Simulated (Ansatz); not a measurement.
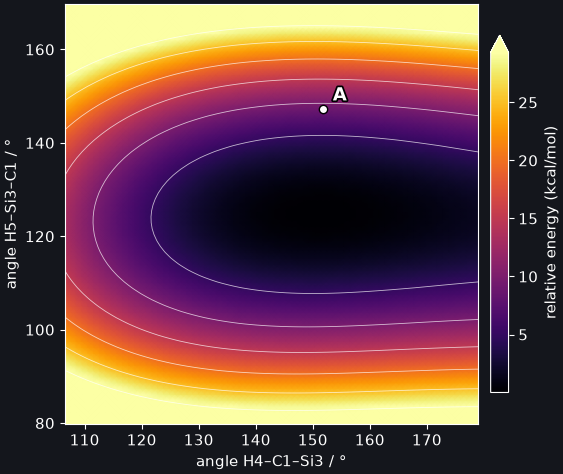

CH3OSi, SMILES [CH]1O[SiH2]1, spin multiplicity 2. First axis: angle H4–C1–Si3. Second axis: angle H5–Si3–C1. Nothing is relaxed (all other coordinates rigid). The grid has 9 × 9 points. Points are written as (first, second). Energies: kcal/mol, counted from the lowest grid point. Computed with UKS PBE0-D4/def2-TZVP (Ansatz 0.2.0).

Drawn: a smooth colour map with a few white contour lines, one colour for all values above the top of the scale, the point A. Between grid points the surface is interpolated.

> Is A at rest? If not, where is it pushed?

A, at (151.8°, 147.3°), is not a stationary point. The computed force is nearly zero along angle H4–C1–Si3 and 0.82 kcal/mol for each degree towards smaller values of angle H5–Si3–C1.
